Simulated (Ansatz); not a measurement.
Calculation: PBE (plane waves to 420 eV, PAW; Ansatz, a program for electronic structure).

Host crystal: wurtzite ZnO, with a band gap (PBE, scalar-relativistic without spin-orbit coupling).

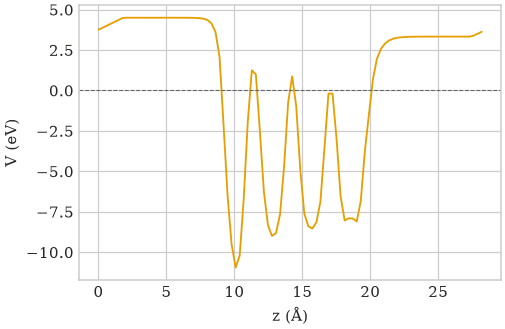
Figure: Electrostatic potential energy of an electron, averaged over planes parallel to the surface, in eV from the highest filled level, for H on the 1x1 (10-10) surface of wurtzite ZnO (cut with top plane O + Zn), one in a 1x1 cell, started at the site 'hollow O'

Set-up: 17 atoms, 9.4 Å thick at the start under the adsorbate (thin: gaps and levels are the slab's own); mesh 6x4x1; 0.01 eV smearing; dipole correction on; 8 atoms held, the rest relaxed; no symmetry held; spin-polarised, ending with about 0.1 μB a cell; orders that need a larger cell were not tried, no spin-orbit, no U, no dispersion correction. At the end it is bonded to O. In PBE it is, or lies within 0.03 eV of, the lowest of the starts that converged.

The surface cell has an area of 17.36 Å². What dipole along the normal does the step between the two vacuum levels imply?

the top vacuum level lies 1.17 eV below the bottom one; p = −ε₀ A ΔV (ε₀ = 0.005526 e/(V·Å)) gives 0.11 e·Å a cell.
